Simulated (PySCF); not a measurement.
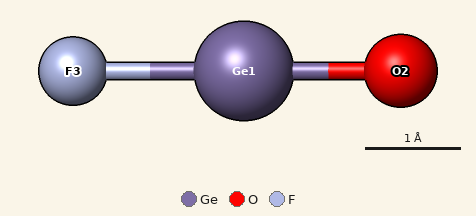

**Figure 1.** The structure (ball-and-stick view, seen on its broad side; atoms are numbered from 1 in the order of the input). Sticks mark near contacts. Bond lengths as drawn: F–Ge 1.81 Å and Ge–O 1.66 Å.

GeOF: frequency calculation

- system: GeOF, multiplicity 2
- method: UKS-based PBE0, Ge def2-TZVP, O def2-TZVP, F def2-TZVP; non-relativistic Hamiltonian; density fitting (PySCF 2.14.0)

**The input**
```python
from pyscf import gto, scf, dft
mol = gto.M(atom='''
Ge     0.000000    -0.000000    -0.071764
O      0.000000     0.000000    -1.727802
F     -0.000000    -0.000000     1.733319''',
    basis={'Ge': 'def2-TZVP', 'O': 'def2-TZVP', 'F': 'def2-TZVP'},
    charge=0, spin=1)
mf = dft.UKS(mol, xc='PBE0')
mf.grids.atom_grid = (75, 302)
aux = {'Ge': 'def2-universal-JKFIT', 'O': 'def2-universal-JKFIT', 'F': 'def2-universal-JKFIT'}
mf = mf.density_fit(auxbasis=aux)
mf.conv_tol = 1e-09
mf.diis_space = 10
mf.max_cycle = 60
mf.verbose = 4
mf.kernel()
```

The script is an equivalent of the set-up of the self-consistent field. The run itself was carried out by a driver, which started from the orbitals of the step before it where there was one and computed the further properties.

Command:
```bash
OMP_NUM_THREADS=4 python axn.py task.json out
```

**The program's output**
```
init E= -2251.66572748441
  alpha nocc = 25  HOMO = -0.270125317836786  LUMO = -0.0688384385102487
  beta  nocc = 24  HOMO = -0.347402887858821  LUMO = -0.146861513689593
  HOMO = -0.270125317837  LUMO = -0.14686151369  gap/eV = 3.35418
cycle= 1 E= -2251.66572748421  delta_E= 2.04e-10  |g|= 2.33e-05  |ddm|= 1.74e-05
  alpha nocc = 25  HOMO = -0.270127842136212  LUMO = -0.0688394667669413
  beta  nocc = 24  HOMO = -0.34741511066907  LUMO = -0.146864708886667
  HOMO = -0.270127842136  LUMO = -0.146864708887  gap/eV = 3.35416
cycle= 2 E= -2251.66572748215  delta_E= 2.06e-09  |g|= 7.47e-05  |ddm|= 5.51e-05
  alpha nocc = 25  HOMO = -0.2701260765377  LUMO = -0.0688387693360966
  beta  nocc = 24  HOMO = -0.347405998061385  LUMO = -0.146862446888498
  HOMO = -0.270126076538  LUMO = -0.146862446888  gap/eV = 3.35417
cycle= 3 E= -2251.66572748444  delta_E= -2.29e-09  |g|= 1.66e-06  |ddm|= 4.18e-05
  alpha nocc = 25  HOMO = -0.270125993785655  LUMO = -0.0688387093193012
  beta  nocc = 24  HOMO = -0.347405931470952  LUMO = -0.146862369320438
  HOMO = -0.270125993786  LUMO = -0.14686236932  gap/eV = 3.35417
cycle= 4 E= -2251.66572748443  delta_E= 3.18e-12  |g|= 1.95e-07  |ddm|= 7.54e-07
  alpha nocc = 25  HOMO = -0.270125993648556  LUMO = -0.0688386987949107
  beta  nocc = 24  HOMO = -0.347405941326541  LUMO = -0.146862374319646
  HOMO = -0.270125993649  LUMO = -0.14686237432  gap/eV = 3.35417
Extra cycle  E= -2251.66572748444  delta_E= -5.91e-12  |g|= 1.85e-07  |ddm|= 4.81e-07
converged SCF energy = -2251.66572748444  <S^2> = 0.75624146  2S+1 = 2.0062318
```

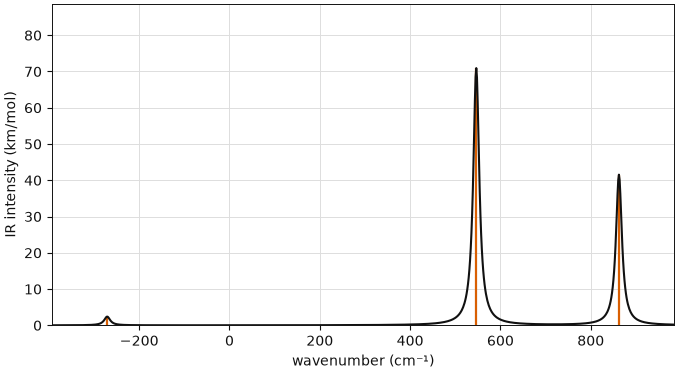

**Figure 2.** Harmonic infrared spectrum, unscaled: sticks (degenerate modes added up, dark ones marked on the axis) with a Lorentzian envelope of 16 cm⁻¹ full width, scaled to the tallest stick; imaginary modes are drawn at negative wavenumbers. 4 modes from 271i to 862 cm⁻¹, 2 imaginary beyond 8i (271i, 271i cm⁻¹): not a minimum. The strongest line is at 546 cm⁻¹ (71 km/mol). All modes, in cm⁻¹ (km/mol): 271i (1.2), 271i (1.2), 546 (71), 862 (42).

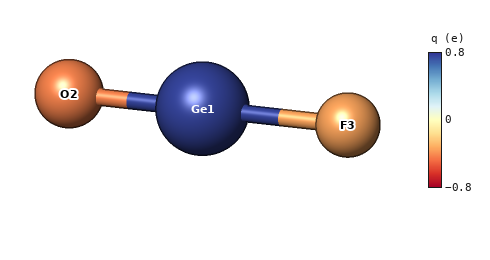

**Figure 3.** Mulliken charges, as the colour of each atom (ball-and-stick view, seen at an oblique angle; atoms are numbered from 1 in the order of the input). By element: Ge +0.76, O −0.42 and F −0.34 e.

**Key numbers**

| quantity | value |
| --- | --- |
| outcome | converged |
| total energy | −2251.665727 hartree |
| ⟨S²⟩ | 0.756 |
| zero-point energy | 0.003210 hartree |
| dipole moment | 1.13 D |
| wavenumbers, lowest and highest | 271i and 862 cm⁻¹ |
| hardware | 4 threads of Arm Neoverse V1, 24 GiB of memory available, shared host |
| wall time | 34 s (CPU time 1.7 min) |
| peak memory | 1 GiB |
